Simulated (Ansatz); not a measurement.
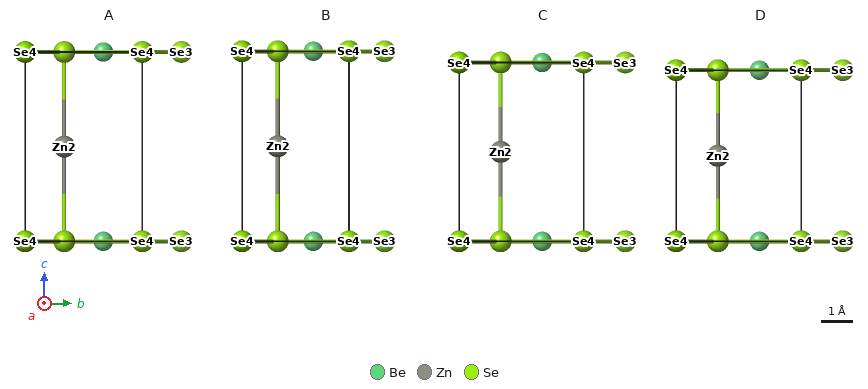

4 geometries from one relaxation of solid BeZnSe2 (a generated structure, set up in P-6m2) (coarse preliminary run), in shuffled order. Style: ball-and-stick. Shown: the cell of the calculation, along the a axis.

Theory: DFT PBE, scalar-relativistic, plane waves, PAW in Ansatz 0.2.0. Set-up: plane-wave cutoff 420 eV; k-point mesh 6 × 6 × 4; occupations gaussian; smearing width 0.1 eV; no spin polarisation; cell and atoms relaxed; force threshold 0.04 eV/Å; at most 70 steps.

> Order the frames from highest to lowest energy.

B, A, C, D. They are steps 0, 2, 4, 10, at +685 meV per atom, +108 meV per atom, +12.0 meV per atom relative to the last. The atoms keep their places relative to the cell (all moves are under 0.005 Å). Cell: a = b 3.982 → 4.660 Å (+17.0 %), c 6.134 → 5.523 Å (−10.0 %). Volume +23.3 %. Some distances before and after: Se–Se 2.299 → 2.691 Å, Be–Se 2.299 → 2.691 Å, Se–Zn 3.067 → 2.761 Å. The space group stays P-6m2 (No. 187). Over 8 accepted moves (10 points after the start) the energy falls by 685 meV per atom. All forces vanish by symmetry, so only the cell relaxes. Pressure: 25.97 GPa at the start and 0.07 GPa at the end. The SCF was repeated twice at an unchanged geometry on a basis and grid sized afresh for the cell, which shifted the energy by 5.8 meV per atom at most.
